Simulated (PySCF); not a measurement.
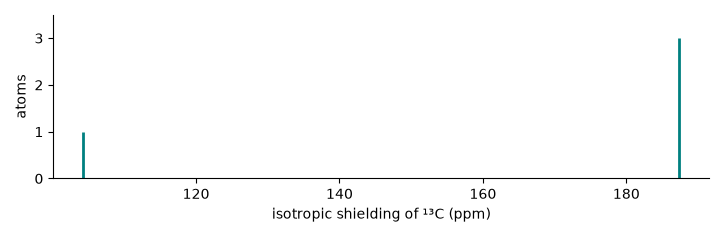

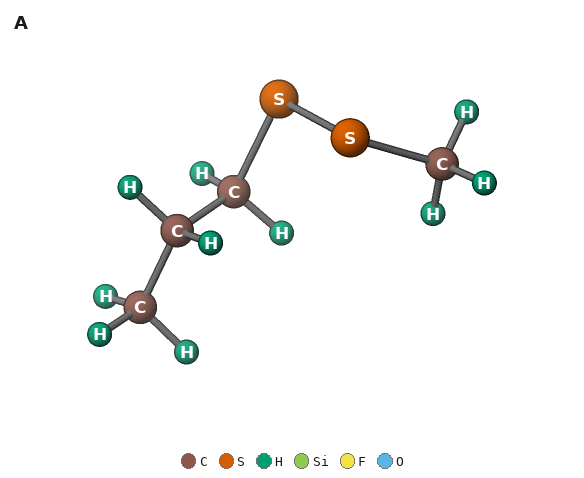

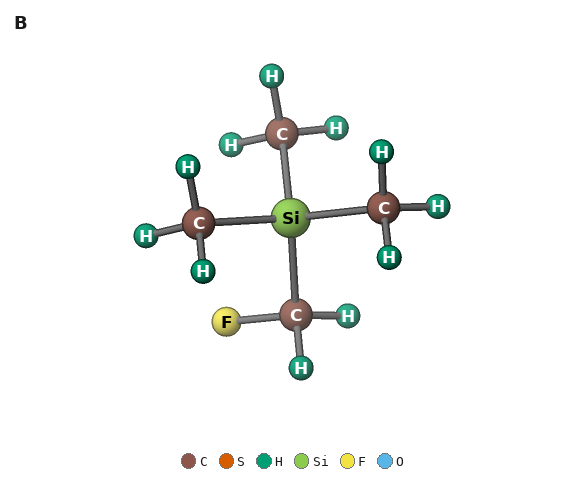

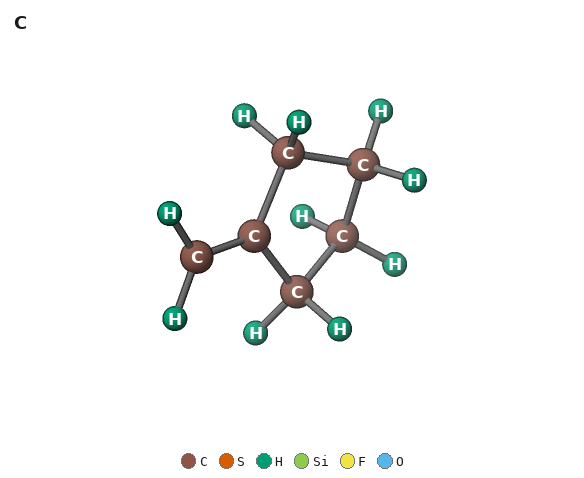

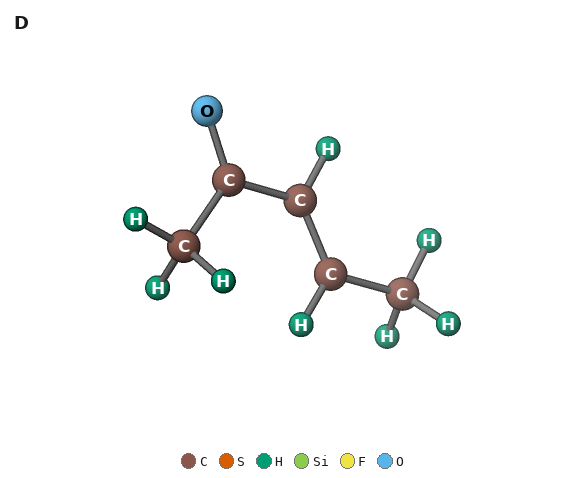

The sticks are computed shieldings of one of the molecules, for one fixed geometry (PBE0-D3(BJ)/def2-SVP) without averaging over rotations. Low shielding means a high chemical shift. Method: GIAO mPW1PW91/pcSseg-1 NMR shielding, non-relativistic, gas phase (PySCF 2.14.0).

Which molecule gives this pattern?

B, `C[Si](C)(C)CF`. Its 4 C atoms give lines at 104.2, 187.4 (3 atoms) ppm.
